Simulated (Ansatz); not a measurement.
```xyz
3

Ti    0.0057   -0.0072   -0.7521
O     1.2103   -0.0167    0.3855
O    -1.2160    0.0239    0.3666
```

Geometry: PBE-D4/def2-TZVP; ⟨S²⟩ = 0.83, above the pure value of 0.75.

These are results of Ansatz 0.2.0, UKS PBE0-D4/def2-TZVP, not measurements.

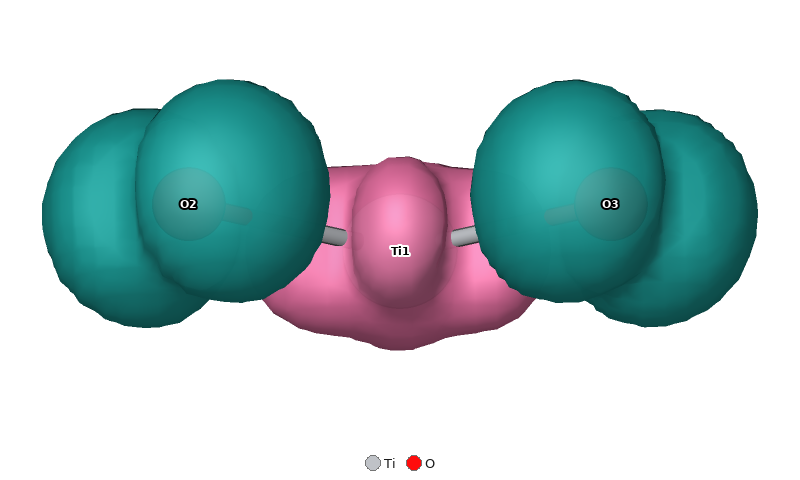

O$_{2}$Ti (charge +1, doublet). Isosurfaces of the spin density (α minus β) at +0.08 (teal) and −0.08 e/Å³ (pink), seen from one side.

Describe the spin distribution.

The unpaired spin (1 electron) lies mostly on O2 (about 0.6) and O3 (about 0.6), in electrons by Hirshfeld's partition, with opposite, polarisation-induced spin on Ti1.
